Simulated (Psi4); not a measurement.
# HSE06/def2-SVPD (core potential) run of InNH6 (SMILES [H][In]([H])([H])<-[NH3])

What is the energy change on altering one bond length of InNH6 at HSE06/def2-SVPD (core potential)? 

The calculation is run with Psi4 1.11.

2 further runs of the same task are left out: 2 set aside as unsound or not needed.

### 1 The molecule

InNH6 has 8 atoms, charge 0, and is taken as a singlet. As SMILES, `[H][In]([H])([H])<-[NH3]`. The shape comes from GFN2-xTB, which is rough for such elements, and wasn't checked as a minimum.

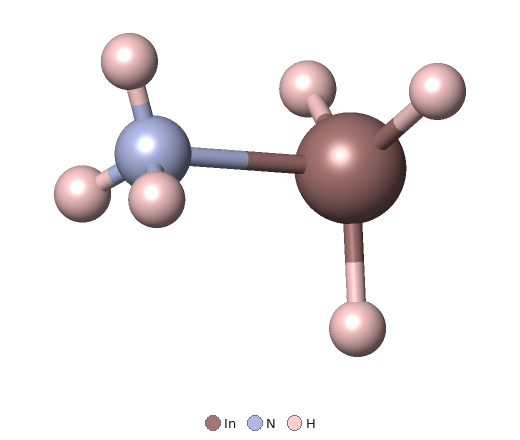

The structure, seen from a chosen angle (indium brown, nitrogen light blue, hydrogen pink).

### 2 A single-point energy at HSE06/def2-SVPD (core potential)

Contents of h6inn.inp:

```
memory 1600 MB

molecule {
  0 1
  In
  N 1 2.364633
  H 2 1.017396 1 110.89272
  H 2 1.017364 3 108.15054 1 121.78735
  H 2 1.017804 4 108.10393 3 -116.83779
  H 1 1.688479 2 96.89795 4 58.44994
  H 1 1.68754 6 118.52333 2 102.12774
  H 1 1.688923 7 118.58469 6 -156.15516
  symmetry c1
}

set basis def2-SVPD
set reference rks
set puream true
set e_convergence 1e-09
set d_convergence 1e-08
set scf_type pk
set dft_radial_points 99
set dft_spherical_points 590

e, wfn = energy("hse06", return_wfn=True)
oeprop(wfn, "DIPOLE", "QUADRUPOLE", "MAYER_INDICES", title="HSE06")
```

Run with:

```console
psi4 -n 1 h6inn.inp h6inn.out
```

h6inn.out:

```text
[...]
    !!!  WARNING: ECP capability is in beta. Please check occupations closely.  !!!
[...]
  Running in c1 symmetry.
[...]
  Nuclear repulsion =   81.618027029857757
[...]
  Multiplicity = 1
[...]
  Nalpha       = 17
  Nbeta        = 17
[...]
    Number of basis functions: 100
[...]
   @RKS iter   1:  -248.05627876286317   -7.36041e-01   7.64621e-03 ADIIS/DIIS
[...]
   @RKS iter  10:  -248.36123509056739    1.73088e-11   2.32118e-09 DIIS
[...]
    Orbital Energies [Eh]
    ---------------------
    Doubly Occupied:
       1A    -14.438896     2A     -4.656503     3A     -3.055099
       4A     -3.047842     5A     -3.047833     6A     -0.925467
       7A     -0.728603     8A     -0.723739     9A     -0.723707
      10A     -0.719622    11A     -0.719616    12A     -0.533696
      13A     -0.533520    14A     -0.431095    15A     -0.328336
      16A     -0.253966    17A     -0.253841
[...]
  @RKS Final Energy:  -248.36123509056739
   => Energetics <=
    Nuclear Repulsion Energy =             81.6180270298577568
    One-Electron Energy =                -575.3691057751861990
    Two-Electron Energy =                 265.5508182775221826
    DFT Exchange-Correlation Energy =     -20.1609746227611666
    Empirical Dispersion Energy =           0.0000000000000000
    VV10 Nonlocal Energy =                  0.0000000000000000
    Total Energy =                       -248.3612350905673907
[...]
 Multipole Moments:
 ------------------------------------------------------------------------------------
     Multipole            Electronic (a.u.)      Nuclear  (a.u.)        Total (a.u.)
 ------------------------------------------------------------------------------------
 L = 1.  Multiply by 2.5417464519 to convert [e a0] to [Debye]
 Dipole X            :         -0.0126768            0.0109841           -0.0016926
 Dipole Y            :         -0.0083552            0.0073412           -0.0010141
 Dipole Z            :        -24.2803033           26.1740324            1.8937291
 Magnitude           :                                                    1.8937301
 L = 2.  Multiply by 1.3450342976 to convert [e a0^2] to [Debye ang]
 Quadrupole XX       :        -47.0165873           19.8945651          -27.1220221
 Quadrupole XY       :          0.0087285           -0.0050311            0.0036975
[...]
```

Wall time 38 s (1 thread of Intel Xeon Platinum 8488C (Sapphire Rapids), shared host); peak memory 0.82 GiB.

### 3 The distorted shape: energy and gradient at HSE06/def2-SVPD (core potential)

Contents of calc.inp:

```
memory 1600 MB

molecule system {
  0 1
  In
  N 1 2.364633
  H 2 1.017396 1 110.89272
  H 2 1.017364 3 108.15054 1 121.78735
  H 2 1.017804 4 108.10393 3 -116.83779
  H 1 2.195 2 96.89794 4 58.44995
  H 1 1.68754 6 118.52334 2 102.12773
  H 1 1.688923 7 118.58469 2 101.91198
  units angstrom
  symmetry c1
  no_reorient
  no_com
}

set {
  basis def2-SVPD
  puream true
  e_convergence 1e-09
  d_convergence 1e-08
  scf_type pk
  dft_radial_points 99
  dft_spherical_points 590
}

e, wfn = gradient("hse06", return_wfn=True)
```

Run with:

```console
psi4 calc.inp calc.out -n 1
```

calc.out (excerpt; [...] marks lines left out):

```text
[...]
    !!!  WARNING: ECP capability is in beta. Please check occupations closely.  !!!
[...]
  Running in c1 symmetry.
[...]
  Nuclear repulsion =   79.890934975416059
[...]
  Multiplicity = 1
[...]
  Nalpha       = 17
  Nbeta        = 17
[...]
    Number of basis functions: 100
[...]
   @RKS iter   1:  -248.01762563560050   -7.54868e-01   7.74139e-03 DIIS/ADIIS
[...]
   @RKS iter  10:  -248.33755717418072   -7.56870e-10   9.07866e-09 DIIS
[...]
  @RKS Final Energy:  -248.33755717418072
   => Energetics <=
    Nuclear Repulsion Energy =             79.8909349754160587
    One-Electron Energy =                -571.6422236286010730
    Two-Electron Energy =                 263.5238936571080330
    DFT Exchange-Correlation Energy =     -20.1101621781036997
    Empirical Dispersion Energy =           0.0000000000000000
    VV10 Nonlocal Energy =                  0.0000000000000000
    Total Energy =                       -248.3375571741807164
[...]
 Multipole Moments:
 ------------------------------------------------------------------------------------
     Multipole            Electronic (a.u.)      Nuclear  (a.u.)        Total (a.u.)
 ------------------------------------------------------------------------------------
 L = 1.  Multiply by 2.5417464519 to convert [e a0] to [Debye]
 Dipole X            :          0.0174649           -0.0060866            0.0113783
 Dipole Y            :         -1.2582745            0.7161139           -0.5421606
 Dipole Z            :        -24.1123496           26.0882630            1.9759134
 Magnitude           :                                                    2.0489757
[...]
  -Total Gradient:
     Atom            X                  Y                   Z
    ------   -----------------  -----------------  -----------------
       1        0.000869898859    -0.048290583526     0.005906704250
       2       -0.000271684779    -0.001143921895    -0.002401874112
       3        0.000011398499    -0.000465534270    -0.000357061588
       4       -0.000636639897     0.000019667981    -0.000258514858
       5        0.000964478102     0.000177323337    -0.000169556485
       6       -0.001035283931     0.042856233374    -0.006153233458
       7        0.012705381904     0.003815193679     0.001752315951
       8       -0.012607840420     0.003039653225     0.001701016452
[...]
```

Wall time 49 s (1 thread of Intel Xeon Platinum 8488C (Sapphire Rapids), shared host); peak memory 0.81 GiB.

### 4 Summary of results

At HSE06/def2-SVPD (core potential):

| quantity | value |
| --- | --- |
| first shape: total energy | -248.36124 Eh |
| first shape: dipole moment | 4.81 D |
| first shape: HOMO energy | -6.91 eV |
| first shape: LUMO energy | -0.94 eV |
| first shape: HOMO–LUMO gap | 5.96 eV |
| distorted shape: total energy | -248.33756 Eh |
| distorted shape: dipole moment | 5.21 D |
| distorted shape: HOMO energy | -6.24 eV |
| distorted shape: LUMO energy | -1.05 eV |
| distorted shape: HOMO–LUMO gap | 5.20 eV |
| distorted shape: largest force on an atom | 2.502 eV/Å |
| energy change with the In1–H6 bond stretched from 1.688 to 2.195 Å | 0.644 eV |

In words: With the In1–H6 bond stretched from 1.688 to 2.195 Å the energy rises by 0.64 eV (62.2 kJ/mol). The first shape isn't relaxed at this level, so the change isn't measured from a minimum.
